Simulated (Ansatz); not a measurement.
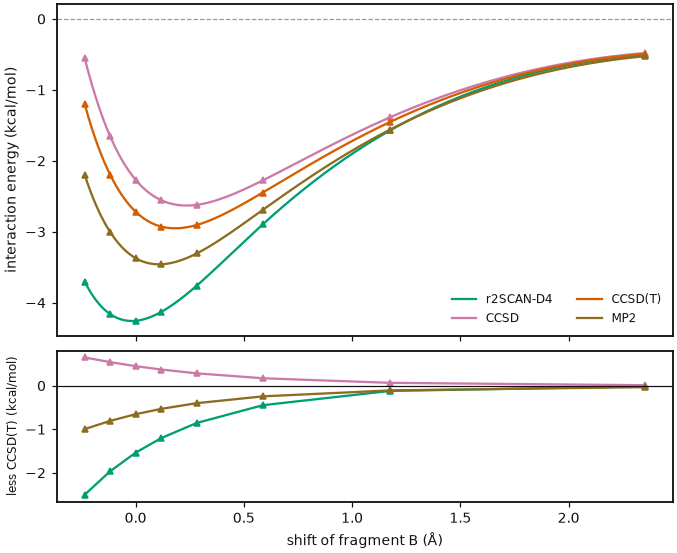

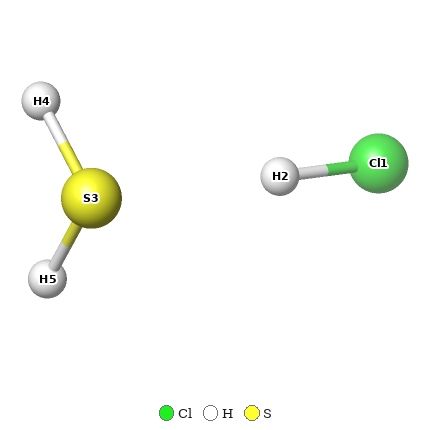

Interaction curve of the pair ClH (A) and H₂S (B), SMILES Cl.S, from the arrangement drawn (closest contact, H···H pairs aside, H2···S3 2.35 Å; others can bind more strongly), without the energy that it costs to deform the partners. The Ansatz code, def2-TZVPPD, cores frozen in correlated methods. Fragment B of a pair is moved rigidly from the minimum (PBE0-D4/def2-TZVP) along the line between the fragments' mean atom positions; interaction energies with counterpoise. Splines pass through the computed points, which are marked.

> Order the curves at −0.24 Å, where they differ most.

r2SCAN-D4 −3.70, MP2 −2.20, CCSD(T) −1.20, CCSD −0.55 kcal/mol, from lowest to highest.

> Where is the minimum of each curve?

r2SCAN-D4: near −0.02 Å, −4.26 kcal/mol; CCSD: near 0.24 Å, −2.63 kcal/mol; CCSD(T): near 0.18 Å, −2.95 kcal/mol; MP2: near 0.11 Å, −3.46 kcal/mol (from the spline).
